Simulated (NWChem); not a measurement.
# singlet [BF2]+: levels of theory compared

We compute a comparison of 3 runs (HF/cc-pVTZ, MP2/cc-pVTZ, CCSD/cc-pVTZ) of singlet [BF2]+. 

The calculation is run with NWChem 7.3.0.

1 further run of the same task is left out (it didn't finish).

### Step 1. The structure to begin with

[BF2]+ has 3 atoms, charge +1, and is taken as a singlet. SMILES of the parent species: `F[B]F`. Geometry: relaxed at PBE0-D4/def2-TZVP. That shape belongs to the parent species and isn't relaxed for this state.

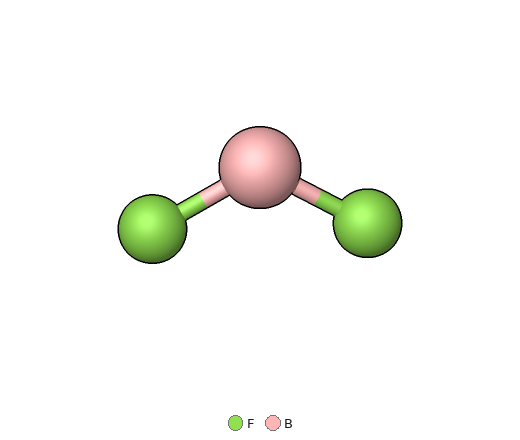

The structure, seen from a chosen angle (fluorine green, boron pink).

### Step 2. The energy at HF/cc-pVTZ (run 1)

Input file bf2.nw:

```
start bf2
title "BF2 hf"
memory stack 880 mb heap 220 mb global 1100 mb
charge 1
geometry units angstroms noautosym nocenter noautoz
   F     0.513100   -1.044300    0.160000
   B     0.279000    0.240500    0.181300
   F    -0.802900    0.738900   -0.354600
end
basis spherical bse
   * library cc-pVTZ
end
scf
   thresh 1e-08
   maxiter 80
   print medium
end
task scf
```

Run with:

```console
$ nwchem bf2.nw > bf2.out
```

Log:

```text
[...]
  functions       =    90
[...]
  wavefunction    = RHF
[...]
         Total SCF energy =   -223.324949731223
      One-electron energy =   -413.582014630559
      Two-electron energy =    134.954776595831
 Nuclear repulsion energy =     55.302288303504
        Time for solution =      9.5s
[...]
```

Wall time 11 s (1 thread of INTEL XEON PLATINUM 8581C at 2.30GHz (Emerald Rapids), shared host); peak memory 0.11 GiB.

### Step 3. A single-point energy at MP2/cc-pVTZ (run 2)

Input file work.xyz:

```xyz
3

F      0.513100    -1.044300     0.160000
B      0.279000     0.240500     0.181300
F     -0.802900     0.738900    -0.354600
```

Input file run.py:

```python
from ase.io import read
from ase.calculators.nwchem import NWChem

mol = read('work.xyz')

calc = NWChem(
    label='work',
    theory='mp2',
    memory='2200 mb',
    basis='cc-pVTZ',
    basispar='spherical bse',
    charge=1,
    scf={'nopen': '0', 'rhf': None, 'thresh': '1e-08', 'maxiter': '80'},
    mp2={'freeze': 'core 3', 'tight': None},
    task='energy',
)
mol.calc = calc

e = mol.get_potential_energy()
print(f"E = {e:.6f} eV")
```

Run with:

```console
$ export ASE_NWCHEM_COMMAND="nwchem PREFIX.nwi > PREFIX.nwo"
$ python run.py
```

Log:

```text
E = -6092.767514 eV
```

The calculator wrote work.nwi:

```
title "work"

permanent_dir work

scratch_dir work

start work

geometry units angstrom nocenter noautosym noautoz
  F  5.1310000000000000e-01 -1.0443000000000000e+00 1.6000000000000000e-01
  B  2.7900000000000003e-01 2.4049999999999999e-01 1.8129999999999999e-01
  F  -8.0289999999999995e-01 7.3890000000000000e-01 -3.5460000000000003e-01
end

charge 1

memory 2200 mb

basis spherical bse noprint
   * library cc-pVTZ
end

scf
  nopen 0
  rhf
  thresh 1e-08
  maxiter 80
end
mp2
  freeze core 3
  tight
end

task mp2 energy
```

work.nwo:

```text
Northwest Computational Chemistry Package (NWChem) 7.3.0
             --------------------------------------------------------

           Job information
           ---------------

    nwchem branch   = 7.3.0
    use scalapack   = T
    input           = work.nwi
    prefix          = work.
    data base       = work/work.db
    status          = startup
    nproc           =        1

           Memory information
           ------------------

    heap     =     72089596 doubles =      550.0 Mbytes
    stack    =     72089601 doubles =      550.0 Mbytes
    global   =    144179200 doubles =     1100.0 Mbytes (distinct from heap & stack)
    total    =    288358397 doubles =     2200.0 Mbytes
    verify   = yes
    hardfail = no

[... 116 lines left out ...]
 Convergence threshold     :          1.000E-08
[... 13 lines left out ...]
       Final RHF  results
[... 3 lines left out ...]
      One-electron energy =   -413.582014630540
[... 1 line left out ...]
 Nuclear repulsion energy =     55.302288303504
[... 29 lines left out ...]
                       ROHF Final Molecular Orbital Analysis
[... 258 lines left out ...]
          -------------------------------------------
          SCF energy                -223.324949731231
          Correlation energy          -0.580128399157
          Singlet pairs               -0.349810228215
          Triplet pairs               -0.230318170941
          Total MP2 energy          -223.905078130388
          -------------------------------------------

          ---------------------------------------------------
                    Spin Component Scaled (SCS) MP2
          Same spin pairs                     -0.153545447294
          Same spin scaling factor             0.333333333333
          Opposite spin pairs                 -0.426582951862
          Opposite spin scaling fact.          1.200000000000
          SCS-MP2 correlation energy          -0.563081358000
          Total SCS-MP2 energy              -223.888031089231
          ---------------------------------------------------

 -----------------------
 Task  times  cpu:       12.0s     wall:       12.0s
 Total times  cpu:       12.0s     wall:       12.0s
```

Wall time 13 s (1 thread of INTEL XEON PLATINUM 8581C at 2.30GHz (Emerald Rapids), shared host); peak memory 0.2 GiB.

### Step 4. The energy at CCSD/cc-pVTZ (run 3)

Input file test.nw:

```
start test
memory 2200 mb
charge 1

geometry noautosym nocenter noautoz
F        0.513100      -1.044300       0.160000
B        0.279000       0.240500       0.181300
F       -0.802900       0.738900      -0.354600
end

basis spherical bse
* library cc-pVTZ
end

scf
thresh 1e-08
maxiter 80
end

ccsd
freeze core 3
maxiter 60
end

task ccsd energy
```

Run with:

```console
$ nwchem test.nw > test.out
```

Log:

```text
[...]
  functions       =    90
[...]
  wavefunction    = RHF
[...]
         Total SCF energy =   -223.324949731223
      One-electron energy =   -413.582014630559
      Two-electron energy =    134.954776595831
 Nuclear repulsion energy =     55.302288303504
        Time for solution =      9.6s
[...]
 Total MP2 energy:           -223.905078130380389
[...]
             energy      energy      error      ampl     ampl      Block
                                                time     time      time
[...]
 Total CCSD energy:           -223.901495282438361
[...]
```

It took 76 s on 1 thread of INTEL XEON PLATINUM 8581C at 2.30GHz (Emerald Rapids), shared host; peak memory 0.17 GiB.

### Step 5. Overview of the runs

| run | level | module | frozen core orbitals | energy (Eh) | HOMO energy (eV) | LUMO energy (eV) | HOMO–LUMO gap (eV) | wall time |
| --- | --- | --- | --- | --- | --- | --- | --- | --- |
| 1 | HF/cc-pVTZ | scf | – | -223.324950 | -26.79 | -9.52 | 17.27 | 11 s |
| 2 | MP2/cc-pVTZ | mp2 | 3 | -223.905078 | -26.79 | -9.52 | 17.27 | 13 s |
| 3 | CCSD/cc-pVTZ | ccsd | 3 | -223.901495 | -26.79 | -9.52 | 17.27 | 76 s |

### Step 6. Outcome

| quantity | value |
| --- | --- |
| run 3: total energy | -223.90150 Eh |
| run 3: HOMO energy (Hartree–Fock orbitals) | -26.79 eV |
| run 3: LUMO energy (Hartree–Fock orbitals) | -9.52 eV |
| run 3: HOMO–LUMO gap (Hartree–Fock orbitals) | 17.27 eV |
| run 3: correlation energy (3 core orbitals frozen) | -576.5 mEh |

**Reading.** Below the HF energy at the same shape and in the same basis (cc-pVTZ): MP2 -580.1 mEh; CCSD -576.5 mEh. All runs together took 99 s, the longest 76 s.
